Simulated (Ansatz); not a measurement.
# Lattice dynamics of NbH2 (Fm-3m)

Wanted: vibrations and spectra of NbH2 (Fm-3m); the cell is already relaxed. After the zone centre comes a 4×4×4 q mesh on a 16×16×16 k mesh.

Method: DFT PBEsol, scalar-relativistic, plane waves, PAW, in Ansatz 0.2.0.

## (1) Set-up

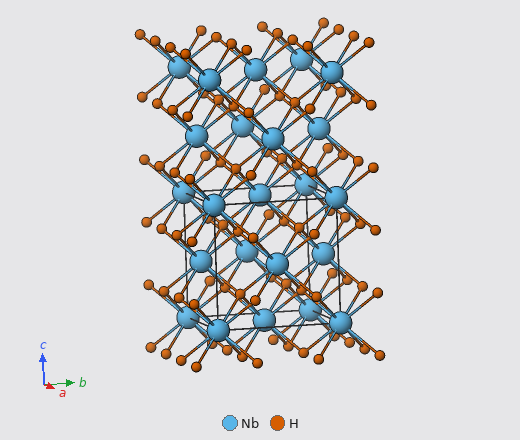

The starting structure, seen slightly off an axis (niobium blue, hydrogen orange). 1×1×2 cells are drawn. This picture shows the conventional cell, with its axes. Some periodic images of atoms are drawn too.

## (2) Modes at Γ

The cell comes from relaxations at this level that are not shown. The zone centre comes first: it holds the modes that light can see, as far as symmetry allows. No field response is asked, since the mesh shows no gap.

File input.yaml:

```yaml
crystal:
  lattice:
    - [0.0, 2.2588959129, 2.2588959129]
    - [2.2588959129, 0.0, 2.2588959129]
    - [2.2588959129, 2.2588959129, 0.0]
  atoms:
    - { symbol: Nb, position: [0.0, 0.0, 0.0] }
    - { symbol: H, position: [0.25, 0.25, 0.25] }
    - { symbol: H, position: [0.75, 0.75, 0.75] }
kpoints:
  mp_grid: { grid: [16, 16, 16] }
hamiltonian:
  xc: pbesol
scf:
  occupations: { method: methfessel_paxton, width: 0.15 }
output:
  eigenvalues: true
phonons:
  method: dfpt
```

Launch:

```
$ ansatz run input.yaml --threads 4 --pin off --max-ram 7168MiB --backend cpu --events-out ev --progress --plain --runs-dir out
```

Numbers of over 12 decimals in the logs are rounded to 6 here.

The log of the run:

```text
zone centre: on kpoints.mp_grid the ground state, and the responses unless they are solved on pairs of k-points, stand on 349 of the mesh's 4096 k-points, reduced under 8 symmetry operations, with k and −k counted as one. Each operation leaves every solved displacement unchanged or reverses it
Engine: ansatz 0.2.0, aarch64-unknown-linux-gnu
Pseudopotentials: kind: paw
Pseudopotential: Nb, paw, valence charge 13, recommended cutoff 420 eV (normal), Nb.paw.azcp
Pseudopotential: H, paw, valence charge 1, recommended cutoff 420 eV (normal), H.paw.azcp
Functional definition: PBEsol
  exchange = pbesol_x
  correlation = pbesol_c
Crystal: 3 atoms, lattice volume = 23.053 Å³
Basis set: ecut = 420 eV, 459 PW (Γ), exchange–correlation on 48×48×48 points (8 copies of the dense FFT grid, shifted against one another)
Bands: 12, of which v1, the nominal top of the filled ones, is band 8 counted from 1 (7 counted from 0)
Symmetry: 48 space group operations
k-points: 349 of 4096 (irreducible under 8 space group operations, time reversal used)
Non-local potential: Nb, projectors of the file, l = 0: 3, l = 1: 2, l = 2: 2, l = 3: 1
Non-local potential: H, projectors of the file, l = 0: 2, l = 1: 1
PAW form: soft (Blöchl's): semilocal exchange-correlation on the pseudo side does not see the compensation charge
PAW frozen core: Nb, regenerated for the run's functional, and the local potential with it (the file was generated under x = pbe(κ = 0.804, μ = 0.219515), c = pbe(β = 0.066725))
PAW one-centre angular grid: Nb, 590 points (default); XC on 64 Gauss nodes
PAW one-centre angular grid: H, 110 points (default); XC on 64 Gauss nodes
Initial density: superposition of atomic densities (neutral atoms: chi_scale 0, normalization atom), corrected by the library's trained network
Initial wavefunctions: pseudopotential atomic-orbital guess
Functional: x = pbesol(κ = 0.804, μ = 0.123457), c = pbesol(β = 0.046)
SCF iter   1: F=—  HF=-4527.705313 eV  |F-HF|=—  |Δ(HF+E_count)|=         —  Δρ=7.79e-3  dr2=8.56e-3  ethr=1.77e-3  ⟨swp⟩=5.0  Hψ=22290  notcnv=0
preconditioner: auto → none  [metal: Δε(μ)=0.025 eV  Ē_g=8.960 eV  σ=0.150 eV  W_gap=0.14  n_scr=8 (ndim 8)  ℏωp=20.5 eV  f_vac=0.000  D(μ)=0.84/eV (n_scr^D=8)  sad-step TF]
SCF iter   2: F=—  HF=-4527.703545 eV  |F-HF|=—  |Δ(HF+E_count)|=   1.77e-3  S|Δr|=    0.00e0  Δρ=4.20e-3  dr2=2.64e-3  ethr=5.71e-5  ⟨swp⟩=1.0  Hψ=6980  notcnv=0
SCF iter   3: F=—  HF=-4527.702766 eV  |F-HF|=—  |Δ(HF+E_count)|=   7.79e-4  S|Δr|=    0.00e0  Δρ=2.54e-4  dr2=1.07e-5  ethr=1.76e-5  ⟨swp⟩=2.0  Hψ=4675  notcnv=0
SCF iter   4: F=—  HF=-4527.702765 eV  |F-HF|=—  |Δ(HF+E_count)|=   1.76e-6  S|Δr|=    0.00e0  Δρ=1.18e-4  dr2=1.93e-6  ethr=7.11e-8  ⟨swp⟩=2.2  Hψ=6299  notcnv=0
SCF iter   5: F=—  HF=-4527.702765 eV  |F-HF|=—  |Δ(HF+E_count)|=   3.87e-7  S|Δr|=    0.00e0  Δρ=2.68e-5  dr2=5.10e-8  ethr=1.29e-8  ⟨swp⟩=2.2  Hψ=6295  notcnv=0
SCF iter   6: F=—  HF=-4527.702765 eV  |F-HF|=—  |Δ(HF+E_count)|=   1.17e-8  S|Δr|=    0.00e0  Δρ=8.37e-6  dr2=6.05e-9  ethr=3.40e-10  ⟨swp⟩=1.0  Hψ=4128  notcnv=0
SCF iter   7: F=—  HF=-4527.702765 eV  |F-HF|=—  |Δ(HF+E_count)|=   1.89e-9  S|Δr|=    0.00e0  Δρ=7.46e-7  dr2=4.13e-11  ethr=4.03e-11  ⟨swp⟩=2.1  Hψ=6443  notcnv=0
SCF iter   8: F=-4527.702765 eV  HF=-4527.702765 eV  |F-HF|=1.82e-12  |Δ(HF+E_count)|=  1.82e-12  S|Δr|=    0.00e0  Δρ=4.74e-8  dr2=1.66e-13  ethr=1.00e-12  ⟨swp⟩=5.7  Hψ=16270  notcnv=0
SCF 1 converged in 8 iterations: F = -4527.702765 eV  dr2 = 1.66e-13
  greatest PAW one-centre occupation: 0.997 electrons in one spin orbital (limit 2), on the Nb atom at site 0 (counted from 0), in its partial waves of l = 0
DFPT response loops at Γ: preconditioner auto → Kerker (q_TF=auto, 2.540 Å⁻¹) (partly filled bands, converged f_vac=0.000); β = 1.00, the filter's whole step (`scf.mixing.beta` (0.50) is not read by the response loops under this deck's `scf.mixing.preconditioner`; to damp them name `kerker` or `kerker_dos`, under which they read `scf.mixing.beta`, and type it under 1.00, their step now; both keys bind the ground state too); Broyden in place of MSR1
SCF converged after 8 iterations
Stability not checked: this state was not tested for a lower state beside it, because cold or Methfessel-Paxton smearing, or corrected tetrahedra, fill the levels in a way that the test cannot read (fill_not_monotonic; see scf.lower_state_search)
Free energy (F): -4527.702765 eV
Harris-Foulkes:  -4527.702765 eV  (|F-HF|=1.82e-12)
Internal energy: -4527.703753 eV  (E = F + TS)
E sigma→0 (E₀):  -4527.703012 eV
Entropy (-TS):   0.000988 eV (0.329 meV/atom)
Fermi energy:    15.574170 eV
--- Per-component energies (eV) ---
  E_band       = -97.796289
  E_kinetic    = 424.342358
  E_local      = -790.367272  (includes V_loc(G=0)·N_el)
  E_nonlocal   = 124.086095
  E_hartree    = 245.665257
  E_xc         = -193.550095
  E_vxc        = -237.453313  (∫ρ·V_xc dr)
  E_paw        = -3018.688912  (= ΣΔE_a)
  E_vpaw       = -109.732173  (= ΣTr[D̂ρ^β])
  E_aug_tail   = -0.002497  (compensation charges beyond the density's cutoff)
  E_ewald      = -1319.377396
  E_core_change = 0.188709  (= ΣΔE_core)
  E_smearing   = 0.000988  (= −TS)
  E_closure    = 0.000000  (closes the sum)
  Σ components = -4527.702765   (vs F -4527.702765, Δ=0.00e0)
--- Band table (eV; the first three rows and the last of 349) ---
  k-point 0: bands = [... 4 lower, 4.7214, 14.1428, 14.1428, 14.1428, 14.4459, 16.8761, 16.8761, 28.0240]
  k-point 1: bands = [... 4 lower, 4.8331, 13.0242, 14.2001, 14.2001, 15.7013, 16.8261, 16.8261, 26.9141]
  k-point 2: bands = [... 4 lower, 5.1529, 11.9405, 14.3496, 14.3496, 16.7171, 16.7171, 17.1773, 25.6522]
  k-point 348: bands = [... 4 lower, 9.0647, 9.0647, 12.2648, 15.8881, 18.5701, 20.6182, 20.6182, 22.2522]
--- Phonons (Γ-DFPT): 2 representative perturbations + reference, on 349 of 4096 k-points (Σ response iterations 6) ---
  k mesh reduced under 8 symmetry operations, with k and −k counted as one. Each operation leaves every solved displacement unchanged or reverses it
  ASR residual: 1.375e-5 → 0.000e0 eV/Å²; symmetrization residual: 5.768e-7 eV/Å²
  ASR residual per site (eV/Å²): 1.38e-5 1.05e-5 1.05e-5
  Γ frequencies (cm⁻¹): 0.00 0.00 0.00 1110.98 1110.98 1110.98 1298.54 1298.54 1298.54
  non-analytic LO–TO correction: not included (Born effective charges unavailable; polar crystals: no LO–TO splitting at Γ)
```

Wall time 5.5 s (4 threads of Arm Neoverse V2, shared host); peak memory 0.54 GiB.

The column dr2 measures how far the density is from self-consistency, as an energy; F and HF (Harris–Foulkes) agree once it is small.

Numbers from this step:

```yaml
volume_per_atom: 7.684 Å³
gap_on_the_k_mesh: 0 eV
sum_rule_residual_before_enforcement: 1.38e-5 eV/Å²
point_group: m-3m
highest_optical_mode_at_the_zone_centre_no_lo_to_term: 1299 cm⁻¹
lowest_optical_zone_centre_mode: 1111 cm⁻¹
```

Patterns of degenerate modes are one choice out of their space. Modes at Γ, with each element's share of the kinetic energy:

```csv
mode,frequency (cm⁻¹),symmetry,Nb %,H %
1,0.0,acoustic,98,2
2,0.0,acoustic,98,2
3,0.0,acoustic,98,2
4,1111.0,T1u,2,98
5,1111.0,T1u,2,98
6,1111.0,T1u,2,98
7,1298.5,T2g,0,100
8,1298.5,T2g,0,100
9,1298.5,T2g,0,100
```

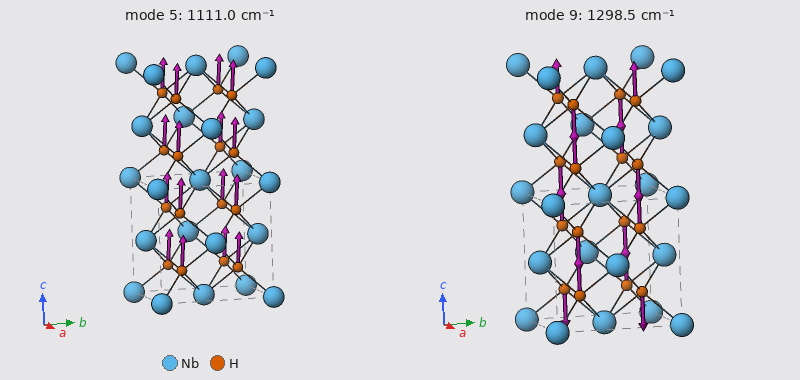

Displacement patterns of modes 5 and 9 at Γ; arrows are exaggerated. 1×1×2 conventional cells are drawn. Some periodic images of atoms are drawn too.

Before it was imposed, the acoustic sum rule was missed by 1.4e-5 eV/Å². Small misses are needed for a sound result but don't prove that mesh and cutoff are converged. The lowest optical mode is real, 1111 cm⁻¹.

## (3) The dispersion

Stability and thermal properties need the whole zone. Linear response on a 4×4×4 q mesh gives force constants as far as a supercell of that size would.

input.yaml, as its differences from that of step 2:

```diff
@@ -19 +19,8 @@
   method: dfpt
+  qmesh: [4, 4, 4]
+  temperatures: { t_max: 1000, t_step: 50 }
+  qpath:
+    path:
+      - [[0.0, 0.0, 0.0], [0.5, 0.0, 0.5], [0.625, 0.25, 0.625]]
+      - [[0.375, 0.375, 0.75], [0.0, 0.0, 0.0], [0.5, 0.5, 0.5], [0.5, 0.25, 0.75], [0.5, 0.0, 0.5]]
+    npoints: 10
```

The log of the run:

```text
[...]
Crystal: 3 atoms, lattice volume = 23.053 Å³
Basis set: ecut = 420 eV, 459 PW (Γ), exchange–correlation on 48×48×48 points (8 copies of the dense FFT grid, shifted against one another)
Bands: 12, of which v1, the nominal top of the filled ones, is band 8 counted from 1 (7 counted from 0)
[... 1 set-up line as in the run before ...]
k-points: 145 of 4096
[...]
SCF iter   1: F=—  HF=-4527.705313 eV  |F-HF|=—  |Δ(HF+E_count)|=         —  Δρ=7.78e-3  dr2=8.56e-3  ethr=1.77e-3  ⟨swp⟩=5.0  Hψ=9278  notcnv=0
[...]
SCF iter   8: F=-4527.702765 eV  HF=-4527.702765 eV  |F-HF|=1.82e-12  |Δ(HF+E_count)|=  1.82e-12  S|Δr|=    0.00e0  Δρ=4.66e-8  dr2=1.59e-13  ethr=1.00e-12  ⟨swp⟩=5.6  Hψ=6730  notcnv=0
SCF 1 converged in 8 iterations: F = -4527.702765 eV  dr2 = 1.59e-13
[...]
phonons: the bands overlap, so this run is a metal and interpolates without the dipole-dipole term. If the crystal is really an insulator or semiconductor, its LO-TO splitting is missing
NSCF: frozen V_eff on 145 k-points
[...]
DFPT response loops at q = (0, 0, 0) (fractional): preconditioner auto → Kerker (q_TF=auto, 2.540 Å⁻¹) (partly filled bands, converged f_vac=0.000); β = 1.00, the filter's whole step (`scf.mixing.beta` (0.50) is not read by the response loops under this deck's `scf.mixing.preconditioner`; to damp them name `kerker` or `kerker_dos`, under which they read `scf.mixing.beta`, and type it under 1.00, their step now; both keys bind the ground state too); Broyden in place of MSR1
[...]
SCF converged after 8 iterations
[...]
Free energy (F): -4527.702765 eV
[...]
Internal energy: -4527.703753 eV  (E = F + TS)
E sigma→0 (E₀):  -4527.703012 eV
Entropy (-TS):   0.000988 eV (0.329 meV/atom)
Fermi energy:    15.574170 eV
[...]
--- Band table (eV; the first three rows and the last of 145) ---
  k-point 0: bands = [... 4 lower, 4.7214, 14.1428, 14.1428, 14.1428, 14.4459, 16.8761, 16.8761, 28.0240]
  k-point 1: bands = [... 4 lower, 4.8331, 13.0242, 14.2001, 14.2001, 15.7013, 16.8261, 16.8261, 26.9141]
  k-point 2: bands = [... 4 lower, 5.1529, 11.9405, 14.3496, 14.3496, 16.7171, 16.7171, 17.1773, 25.6522]
  k-point 144: bands = [... 4 lower, 9.0647, 9.0647, 12.2648, 15.8881, 18.5701, 20.6182, 20.6182, 22.2522]
--- Phonons (Γ-DFPT): 2 representative perturbations + reference (Σ response iterations 6) ---
  ASR residual: 1.083e-5 → 0.000e0 eV/Å²; symmetrization residual: 5.742e-7 eV/Å²
  ASR residual per site (eV/Å²): 1.07e-5 1.08e-5 1.08e-5
  Γ frequencies (cm⁻¹): 0.00 0.00 0.00 1110.98 1110.98 1110.98 1298.54 1298.54 1298.54
--- Phonons (arbitrary-q DFPT): 8 irreducible q on the 4×4×4 mesh ---
  q = [0.0000, 0.0000, 0.0000] (star 1, of the zone-centre solve; hermiticity 1.28e-7, symmetrization 1.27e-13): -0.00 -0.00 0.00 1110.98 1110.98 1110.98 1298.54 1298.54 1298.54
  q = [0.0000, 0.0000, 0.2500] (star 8, 2 solved perturbations on 2176 of 4096 k-point pairs; hermiticity 4.39e-8, symmetrization 4.47e-14): 93.39 93.39 171.19 1133.41 1133.41 1223.60 1309.95 1318.19 1318.19
[...]
q = [0.0000, 0.2500, 0.2500] (star 6, 4 solved perturbations in 3616 linear systems a pass and spin channel, the states on 1160 of 4096 k-point pairs; hermiticity 4.17e-8, symmetrization 4.00e-14): 118.21 118.21 191.60 1127.92 1127.92 1243.24 1296.80 1339.20 1339.20
[...]
sum rule: each row above includes the acoustic sum rule's correction from the zone centre's row sums; it moved no ω² by more than (1.71 cm⁻¹)²
  mesh force constants: q→R imaginary residual 2.04e-18; ASR residual 1.083e-5 → 0.000e0 eV/Å²; symmetrization residual 7.105e-15 eV/Å²
  interpolated dispersion: 62 rows × 9 modes
  density of states and harmonic sums: on the 24×24×24 q-mesh, interpolated from the force constants of a 4×4×4 supercell (no non-analytic term)
  largest difference from the sums on the solved wave vectors: F 1.22e-2 eV, S 1.62e-5 and C_V 4.04e-6 eV/K
  zero-point energy: 0.499734 eV/cell   skipped modes (ω ≤ 0): 3   left out of the sums: 2.41e-5 of the cell's modes: C_V's classical limit lies that fraction below 3 k_B per atom; for a crystal, a wire or a layer, F and S can be off by more, and a phonons.interpolated_qmesh denser along its periods is the remedy for the sampling
```

The job ended after 3 min (4 threads; peak memory 2.6 GiB; 11 min of CPU time).

This step gave:

```
sum-rule residual before enforcement                       : 1.08e-5 eV/Å²
lowest frequency on the path                               : 0 cm⁻¹
highest frequency on the path or at a solved wavevector    : 1402 cm⁻¹
mean frequency                                             : 895.7 cm⁻¹
Debye temperature (second moment)                          : 1926 K
logarithmic mean frequency                                 : 627.7 cm⁻¹
lowest mode on the q mesh (acoustic modes at Γ apart)      : 93.39 cm⁻¹
zero-point energy per atom                                 : 166.6 meV
heat capacity at 300 K                                     : 9.359 J/(mol atoms K)
vibrational entropy at 300 K                               : 11.25 J/(mol atoms K)
edges of the widest gap between branches, on path and mesh : 228.1, 1107 cm⁻¹
```

Frequencies (cm⁻¹) solved at each irreducible wavevector; negative means imaginary. Frequencies by wavevector, by row:

```csv
q in reciprocal lattice units,star,mode 1,mode 2,mode 3,mode 4,mode 5,mode 6,mode 7,mode 8,mode 9
0 0 0,1,0,0,0,1111,1111,1111,1298,1298,1298
0 0 0.25,8,93.4,93.4,171.2,1133,1133,1224,1310,1318,1318
0 0 -0.5,4,143.7,143.7,204.9,1178,1178,1280,1308,1308,1316
0 0.25 0.25,6,118.2,118.2,191.6,1128,1128,1243,1297,1339,1339
0 0.25 -0.5,24,158.3,161.5,205.8,1200,1213,1225,1310,1310,1364
0 0.25 -0.25,12,132.2,146.2,205.7,1181,1194,1249,1291,1319,1342
0 -0.5 -0.5,3,171,171,228.1,1191,1269,1269,1295,1295,1376
0.25 -0.5 -0.25,6,157.3,200.5,200.5,1190,1257,1278,1278,1287,1402
```

Interpolated from a 4×4×4 q mesh. The phonon branches at the labelled points (cm⁻¹):

```csv
point,branch 1,branch 2,branch 3,branch 4,branch 5,branch 6,branch 7,branch 8,branch 9
Γ,0,0,0,1111,1111,1111,1298,1298,1298
X,171,171,228,1191,1269,1269,1295,1295,1376
U,167,184,203,1202,1250,1262,1270,1300,1391
jump to K,167,184,203,1202,1250,1262,1270,1300,1391
Γ,0,0,0,1111,1111,1111,1298,1298,1298
L,144,144,205,1178,1178,1280,1308,1308,1316
W,157,200,200,1190,1257,1278,1278,1287,1402
X,171,171,228,1191,1269,1269,1295,1295,1376
```

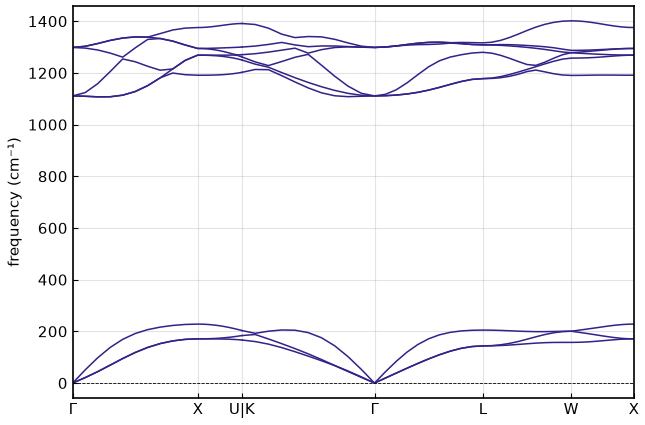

Phonon branches along the path.

The phonon density of states has structure finer than the step of the table below, so its rows give means over 100 cm⁻¹, whole bins alone (the curve runs from 10 to 1410 cm⁻¹). Peaks (cm⁻¹: height): 150.0: 0.0369, 210.0: 0.0327, 1210.0: 0.0272, 1310.0: 0.0561.

Tetrahedra on a 24×24×24 mesh, mean over bins of 20 cm-1. Interpolated from a 4×4×4 q mesh. Phonon density of states against wavenumber; means over each step:

```csv
wavenumber (cm⁻¹),phonon density of states (1/cm⁻¹/cell)
100,0.0108
200,0.0189
300,0
400,0
500,0
600,0
700,0
800,0
900,0
1000,0
1100,0.00374
1200,0.0221
1300,0.0290
```

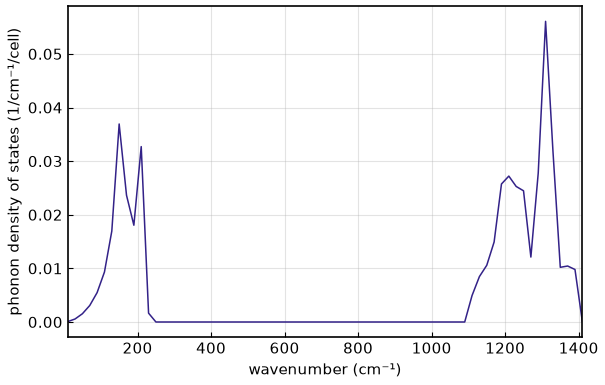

Phonon density of states, plotted against wavenumber.

The partial phonon density of states has structure finer than the step of the table below, so its rows give means over 100 cm⁻¹, whole bins alone (the curve runs from -10 to 1453 cm⁻¹). Peaks (cm⁻¹: height): H 1204.2: 0.0283, 1305.4: 0.0484; Nb 155.6: 0.0330, 201.6: 0.0306.

Phonopy on the run's constants, 21x21x21 mesh, Gaussian sigma 10.4 cm-1. Interpolated from a 4×4×4 q mesh. The partial phonon density of states by wavenumber; means over each step; values in 1/cm⁻¹/cell:

```csv
wavenumber (cm⁻¹),H,Nb
100,1.8e-4,0.0105
200,1.3e-4,0.0189
300,0,5.6e-6
400,0,0
500,0,0
600,0,0
700,0,0
800,0,0
900,0,0
1000,0,0
1100,0.00372,7.3e-5
1200,0.0217,1.8e-4
1300,0.0290,5.4e-5
1400,0.00527,3.4e-6
```

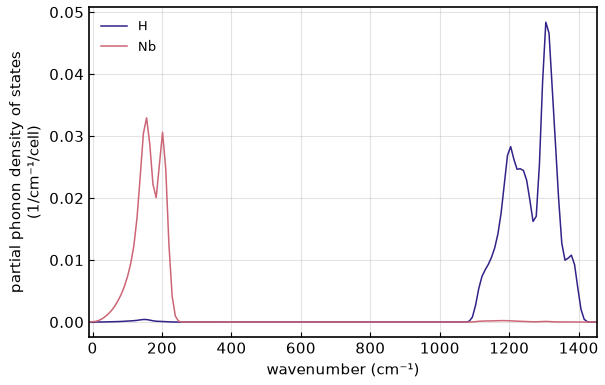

Partial phonon density of states against wavenumber.

Harmonic thermodynamic functions per atom, from the density of states. Interpolated from a 4×4×4 q mesh. Thermodynamic functions, by row:

```csv
T (K),F_vib (meV/atom),S (J/mol-atom/K),C_V (J/mol-atom/K)
0,166.6,0,0
50,166.5,0.735,2.028
100,165.5,3.312,5.39
200,159.5,7.875,7.573
300,149.6,11.25,9.359
400,136.3,14.28,11.84
500,120,17.19,14.29
600,100.7,19.98,16.36
700,78.62,22.63,18
800,53.86,25.12,19.26
900,26.6,27.45,20.23
1000,-2.99,29.62,20.99
```

Harmonic mean-square displacement, third of the trace. Interpolated from a 4×4×4 q mesh. Mean square displacements, by row:

```csv
T (K),Nb1 U_eq (Å²),H2 U_eq (Å²),H3 U_eq (Å²)
0,0.00122,0.0139,0.0139
100,0.00177,0.01436,0.01436
300,0.00427,0.01622,0.01622
600,0.00833,0.02037,0.02037
```

Symmetry leaves 8 wavevectors to solve. The lowest mode among them, the acoustic zeros apart, lies at q = (0, 0, 0.25) and is real, 93.4 cm⁻¹.

## (4) Outcome

```
space group (within 0.01 Å)                             : Fm-3m
volume per atom                                         : 7.68 Å³
electronic character                                    : no gap on this mesh
highest optical mode at the zone centre (no LO-TO term) : 1299 cm⁻¹
lowest optical zone-centre mode                         : 1111 cm⁻¹
lowest mode on the q mesh (acoustic modes at Γ apart)   : 93.4 cm⁻¹
highest frequency on the path or at a solved wavevector : 1402 cm⁻¹
zero-point energy per atom                              : 167 meV
heat capacity at 300 K                                  : 9.36 J/(mol atoms K)
vibrational entropy at 300 K                            : 11.3 J/(mol atoms K)
Debye temperature (second moment)                       : 1926 K
imaginary modes on the 4×4×4 q mesh                     : none
```

The structure is a minimum as far as tested: no mode is imaginary at the 8 irreducible wavevectors of the 4×4×4 mesh, and the softest away from the acoustic zeros lies at 93 cm⁻¹. The optical modes at Γ span 1111 to 1299 cm⁻¹. The highest mode in this list at Γ, 1298.5 cm⁻¹, is mostly motion of H (100 % of the kinetic energy). On the path and the mesh, the widest gap between branches runs from 228 to 1107 cm⁻¹. With no gap, or one that is small against the smearing, the frequencies hang on the k mesh and the smearing, most of all near Kohn anomalies. The phonon runs are without spin polarisation, although the cell has an odd electron count. These are harmonic frequencies at zero temperature: anharmonic shifts, linewidths and thermal expansion are left out.

[Logs are printed without paths, hosts, clocks, repeated set-up lines and the standing remarks that a program may print on its own settings, such as how far it seeks lower states.]

[Hosts, paths, dates, database ids (printed as entryN), source tags and the programs' standing remarks are cut or masked in the printed files.]
